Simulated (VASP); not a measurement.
Band structure of NiSbS (sg198). These are r2SCAN meta-GGA, VASP's PBE PAW potentials (set 64) (plane waves; VASP) values and carry that method's errors.

Unless said otherwise, spin-orbit coupling is left out, though it shifts the bands of the heavy elements here.

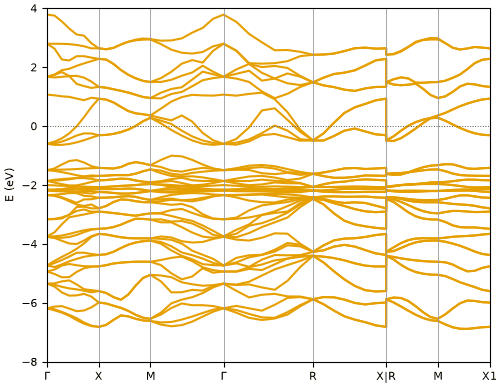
Figure: Bands along high-symmetry lines, zero at the valence-band maximum or, without a gap, the Fermi level

Q: Read the plot: is there a gap, and where are the band edges?

A: It has no gap at this level: it comes out as a metal or semimetal.

The compound is NiSbS in the sg198 structure. It was relaxed first. The run is not spin-polarised, so no magnetic state was tried.
